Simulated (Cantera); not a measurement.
Charge: 1 mol CS₂, 0.084 mol SO₂, 30 mol N₂, a varied amount of O₂, held at 3325 K and 0.133 bar.

Equilibrium computed with Cantera from the NASA thermochemical tables; the gas is ideal and each condensed phase is pure. Candidate condensed phases: C, S; 35 gas species. Equilibrium is a limit: real reactors are often held back by kinetics, nucleation or transport.

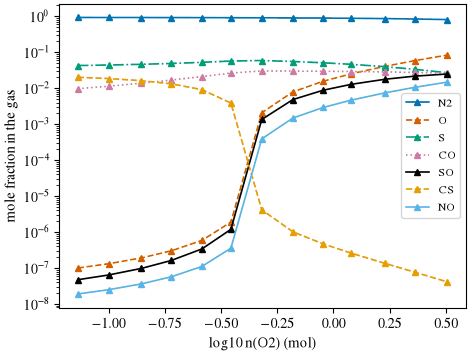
*Equilibrium gas composition (values under 1e-9 drawn at 1e-9)*

From 0.073 mol O₂ to 3.2 mol O₂ nothing is condensed. The main C-bearing gas is CS at 0.073 mol O₂ and CO at 3.2 mol O₂.
